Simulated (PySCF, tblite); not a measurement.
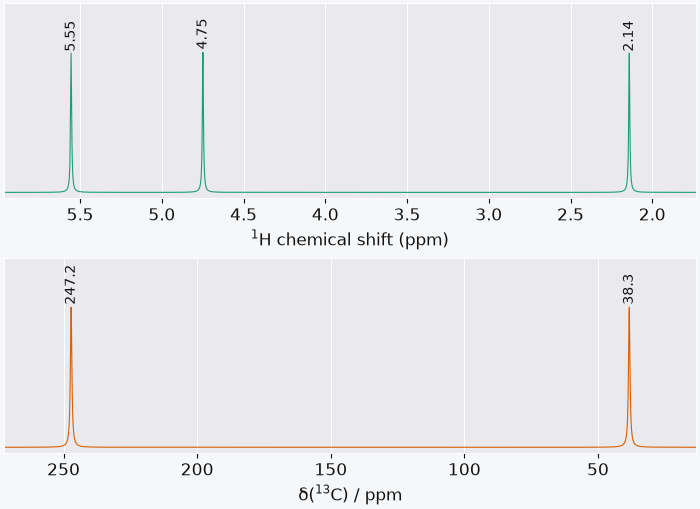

GIAO shifts, PBE0/pcSseg-1 with PySCF, at a GFN2-xTB geometry (a minimum by its frequencies), against TMS for ¹H and TMS for ¹³C computed at the same level. Gas phase, fully decoupled, line heights follow the number of nuclei, widths are arbitrary (no quadrupolar broadening); values of one conformer, averaged over nuclei that symmetry, rotation about single bonds or ring flips exchange, these motions taken as fast; other conformers aren't averaged in.

### Which molecule was computed?
A. C₂H₆O₂Si₂, SMILES O=C1C[SiH2]O[SiH2]1
B. C₆H₉BCl₂O, SMILES ClC(Cl)C1=CCCBCO1

Option A. Its ¹H signals: 5.55 (2 H), 4.75 (2 H), 2.14 (2 H) ppm. Its ¹³C signals: 247.2 (1 C), 38.3 (1 C) ppm.

Note: the tight-binding geometry is rougher than a DFT one and adds to the error.
